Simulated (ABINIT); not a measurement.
# SiO2 (P6_222): G0W0 with ABINIT, start to end, part 3 of 3

Wanted: ground state, empty states, screening and self-energy for SiO2 (P6_222).

ABINIT 10.8.3; LDA and many-body steps on it, plane waves. Known limits of the many-body steps: not at the basis limit; coarse k mesh.

So far. Step 4 (Empty states on the mesh, 3×3×2 mesh, 205 bands): On this mesh the gap is 5.373 eV. Step 5 (Screening, 3×3×2 mesh, 187 bands, screening to 106.1 eV): Local fields lower ε∞ by 8 %. On a Γ-centred mesh this coarse the value itself is usually too large, while a short band sum pulls it down.

The database entry behind the starting cell is an old determination (1926), so it need not match the best structure at ambient conditions.

## Step 6: Self-energy, 3×3×2 mesh, 187 bands, screening to 106.1 eV

The self-energy is evaluated for the states that the input lists, and the levels follow from it, in one-shot runs by the linearised quasiparticle equation.

This step: G0W0 on LDA, plane waves, norm-conserving pseudopotentials.

run.abi

```
acell 3*1.0 Angstrom
rprim 
  5.013000000017 -0.000000000004 0.000000000000
  -2.506500000005 4.341385349188 0.000000000000
  0.000000000000 0.000000000000 5.470000000000
ntypat 2
znucl 14 8
natom 9
typat 1 1 1 2 2 2 2 2 2
xred 
  0.500000000000 0.500000000000 0.333333333333
  0.000000000000 0.500000000000 0.666666666667
  0.500000000000 0.000000000000 -0.000000000000
  0.197000000000 0.803000000000 0.833333333333
  0.394000000000 0.197000000000 0.166666666667
  0.197000000000 0.394000000000 0.500000000000
  0.803000000000 0.197000000000 0.833333333333
  0.606000000000 0.803000000000 0.166666666667
  0.803000000000 0.606000000000 0.500000000000
pp_dirpath "pseudos"
pseudos "Si.upf, O.upf"
ecut 36
ngkpt 3 3 2
nshiftk 1
shiftk 0 0 0
kptopt 1
chksymbreak 0
istwfk *1
occopt 1
irdwfk 1
optdriver 4
nband 187
gwcalctyp 0
ecutsigx 36
symsigma 1
nkptgw 2
kptgw 
  0.0000000000 0.0000000000 0.5000000000
  0.0000000000 0.0000000000 0.0000000000
bdgw 
  23 26
  22 27
ecuteps 3.9
irdscr 1
ppmodel 1
indata_prefix "in"
outdata_prefix "out"
tmpdata_prefix "tmp"
```

Launch:

```bash
OMP_NUM_THREADS=1 mpirun -n 4 abinit run.abi > log
```

Numbers of over 12 decimals in the logs are rounded to 6 here.

Output:

```text
.Version 10.8.3 of ABINIT. v10.8.2 released Aug 2026.

 Symmetries : space group P6_2 2 2 (#180); Bravais hP (primitive hexag.)
[... echo of the input left out ...]
== DATASET  1 ==================================================================
-   mpi_nproc: 4, omp_nthreads: 1 (-1 if OMP is not activated)

--- !DatasetInfo
iteration_state: {dtset: 1, }
dimensions: {natom: 9, nkpt: 6, mband: 187, nsppol: 1, nspinor: 1, nspden: 1, mpw: 8320, }
cutoff_energies: {ecut:  36.0, pawecutdg:  -1.0, }
electrons: {nelect:   4.80000000E+01, charge:   0.00000000E+00, occopt:   1.00000000E+00, tsmear:   1.00000000E-02, }

 SIGMA: Calculation of the GW corrections

 Based on a program developped by R.W. Godby, V. Olevano, G. Onida, and L. Reining.
 Incorporated in ABINIT by V. Olevano, G.-M. Rignanese, and M. Torrent.
.Using double precision arithmetic ; gwpc =  8

[... cell and pseudopotentials left out ...]
--------------------------------------------------------------------------------

 ==== K-mesh for the wavefunctions ====
 Number of points in the irreducible wedge :     6
[... list of points left out ...]
 Together with 12 symmetry operations and time-reversal symmetry
 yields    18 points in the full Brillouin Zone.

 ==== Q-mesh for screening function ====
 Number of points in the irreducible wedge :     6
[... list of points left out ...]
 Together with 12 symmetry operations and time-reversal symmetry
 yields    18 points in the full Brillouin Zone.

 vcoul_init : cutoff-mode = AUXILIARY_FUNCTION
 q-points for optical limit:   1
     1)      0.000010    0.000020    0.000030
 setmesh: FFT mesh size selected  =    45x   45x   60
          total number of points  =       121500

 Number of electrons calculated from density =   48.0000; Expected =   48.0000
 average of density, n =  0.059749
 r_s =    1.5868
 omega_plasma =   23.5788 [eV]

 === KS Band Gaps ===
  >>>> For spin  1
   Minimum direct gap =   5.4877 [eV], located at k-point      :   0.0000  0.0000  0.0000
   Fundamental gap    =   5.3731 [eV], Top of valence bands at :   0.0000  0.0000  0.5000
                                       Bottom of conduction at :   0.0000  0.0000  0.0000
 SIGMA fundamental parameters:
 PLASMON POLE MODEL  1
 number of plane-waves for SigmaX                 8277
 number of plane-waves for SigmaC and W            303
 number of plane-waves for wavefunctions          8277
 number of bands                                   187
 number of independent spin polarizations            1
 number of spinorial components                      1
 number of k-points in IBZ                           6
 number of q-points in IBZ                           6
 number of symmetry operations                      12
 number of k-points in BZ                           18
 number of q-points in BZ                           18
 number of frequencies for dSigma/dE                 9
 frequency step for dSigma/dE [eV]                0.25
 number of omega for Sigma on real axis              0
 max omega for Sigma on real axis  [eV]           0.00
 zcut for avoiding poles [eV]                     0.10

 EPSILON^-1 parameters (SCR file):
 dimension of the eps^-1 matrix on file            303
 dimension of the eps^-1 matrix used               303
 number of plane-waves for wavefunctions          8277
 number of bands                                   187
 number of q-points in IBZ                           6
 number of frequencies                               2
 number of real frequencies                          1
 number of imag frequencies                          1

 matrix elements of self-energy operator (all in [eV])

 Perturbative Calculation

--- !SelfEnergy_ee
iteration_state: {dtset: 1, }
kpoint     : [   0.000,    0.000,    0.500, ]
spin       : 1
KS_gap     :    7.208
QP_gap     :   10.347
Delta_QP_KS:    3.139
data: !SigmaeeData |
     Band     E0 <VxcDFT>   SigX SigC(E0)      Z dSigC/dE  Sig(E)    E-E0       E
       23  -0.181 -19.875 -25.701   4.098   0.813  -0.231 -21.279  -1.404  -1.585
       24  -0.181 -19.875 -25.701   4.098   0.813  -0.231 -21.279  -1.404  -1.585
       25   7.027 -12.012  -7.075  -2.925   0.862  -0.160 -10.277   1.734   8.762
       26   7.027 -12.012  -7.075  -2.925   0.862  -0.160 -10.277   1.734   8.762

--- !SelfEnergy_ee
iteration_state: {dtset: 1, }
kpoint     : [   0.000,    0.000,    0.000, ]
spin       : 1
KS_gap     :    5.488
QP_gap     :    8.355
Delta_QP_KS:    2.867
data: !SigmaeeData |
     Band     E0 <VxcDFT>   SigX SigC(E0)      Z dSigC/dE  Sig(E)    E-E0       E
       22  -0.677 -19.048 -24.867   3.999   0.814  -0.229 -20.529  -1.481  -2.158
       23  -0.677 -19.048 -24.867   3.999   0.814  -0.229 -20.529  -1.481  -2.158
       24  -0.296 -19.821 -25.621   4.077   0.813  -0.230 -21.221  -1.400  -1.696
       25   5.192 -10.597  -5.927  -2.986   0.871  -0.147  -9.130   1.467   6.659
       26   8.457 -11.660  -6.244  -3.202   0.859  -0.164  -9.758   1.902  10.359
       27   8.457 -11.660  -6.244  -3.202   0.859  -0.164  -9.758   1.902  10.359

== END DATASET(S) ==============================================================
================================================================================

 -outvars: echo values of variables after computation  --------
           etotal      0.0000000000E+00
            nband         187
             nkpt           6
          spgroup         180
 [... the other variables as echoed above ...]

 Calculation completed.
```

It took 18 s on 4 MPI ranks of Arm Neoverse V1, shared host; peak memory 1.7 GiB.

Numbers from this step:

```yaml
g0w0_gap_on_the_points_computed: 8.244 eV
starting_gap_on_the_mesh: 5.373 eV
k_of_the_valence_top: 0, 0, 0.5
k_of_the_conduction_bottom: 0, 0, 0
z_at_the_valence_top: 0.813
z_at_the_conduction_bottom: 0.871
least_direct_g0w0_gap_on_the_computed_points: 8.355 eV
```

The gap on the mesh goes from 5.37 eV to 8.24 eV, a correction of +2.87 eV.

Limits: finite bands, cutoff and mesh; coarse k mesh. v1 is the top filled band, c1 the lowest empty one. Levels before and after the correction, in eV, zero at the valence-band top of each column:

```csv
,conduction bottom,valence top
Kohn-Sham,5.37,0.00
G0W0,8.24,0.00
```

|  | level | energy (eV) |
| --- | --- | --- |
| Kohn-Sham | (0 0 0.5) v2-v1 | 0.000 |
| Kohn-Sham | (0 0 0.5) c1-c2 | 7.209 |
| Kohn-Sham | Γ v3-v2 | -0.496 |
| Kohn-Sham | Γ v1 | -0.115 |
| Kohn-Sham | Γ c1 | 5.373 |
| Kohn-Sham | Γ c2-c3 | 8.638 |
| G0W0 | (0 0 0.5) v2-v1 | 0.000 |
| G0W0 | (0 0 0.5) c1-c2 | 10.347 |
| G0W0 | Γ v3-v2 | -0.573 |
| G0W0 | Γ v1 | -0.111 |
| G0W0 | Γ c1 | 8.244 |
| G0W0 | Γ c2-c3 | 11.944 |

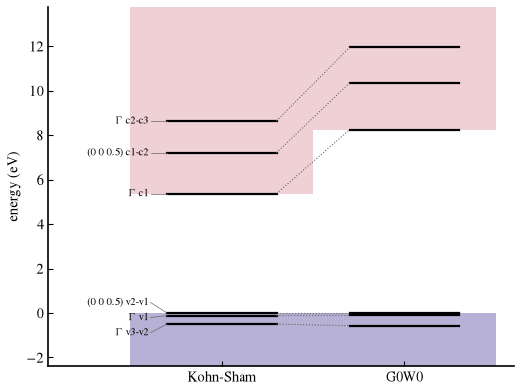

Levels before and after the correction. Shaded: valence and conduction bands.

## Step 7: Where the time went

Times are wall times on 4 MPI ranks of Arm Neoverse V1, shared host, good to a factor of about two.

```
                          step     time  share  memory (GiB)
                  ground state     83 s   18 %          0.48
bands along the symmetry lines     64 s   14 %          0.49
      empty states on the mesh  2.8 min   37 %          0.51
                     screening    2 min   27 %           2.1
                   self-energy     18 s    4 %           1.7
```

## Step 8: Results

| Quantity | Value |
| --- | --- |
| LDA gap | 5.37 eV, indirect |
| G0W0 gap on the mesh | 8.24 eV |
| GW settings | 3×3×2 mesh, 187 bands, screening to 106.1 eV, Godby-Needs plasmon pole |
| known limits | not at the basis limit; coarse k mesh |

What this shows: G0W0 moves the gap on the mesh from 5.37 eV to 8.24 eV (+2.87 eV), with Z of 0.81 and 0.87 at the edges. Local fields lower the RPA ε∞ on this mesh from 2.57 to 2.37; a Γ-centred mesh this coarse tends to raise both, most where the direct gap is narrow, while a short band sum lowers them. Only 2 of the mesh's irreducible points were corrected, so a valley elsewhere could overtake. Bands and cutoff are finite, so the gap is not at the basis limit. The miss can reach some tenths of an eV and take either sign; the mesh is an error of its own. In the G0W0 run levels were corrected at 2 k points alone, so a gap called «on the mesh» is the least over those, and an edge elsewhere would be missed. The 3×3×2 mesh is coarse for this cell, which bears on the long-range parts of exchange and screening.

[Paths, hosts, dates, memory and timing lines, banners, echoed tables and standing remarks are left out of the program output.]

[Logs are printed without paths, hosts, clocks, repeated set-up lines and the standing remarks that a program may print on its own settings, such as how far it seeks lower states.]

[Runs of the session that timed out or met a known fault of the program may be left out.]

[Hosts, paths, dates, database ids (printed as entryN), source tags and the programs' standing remarks are cut or masked in the printed files.]

[G0W0 gaps are taken among the corrected bands and points alone; a level outside them can change the order at an edge.]

[Where Ansatz stands beside ABINIT at settings called matched, ABINIT's density can come from a denser mesh and the files from another edition; pairs whose starting gaps differed by over 0.03 eV were left out, so agreement reads better than it is.]
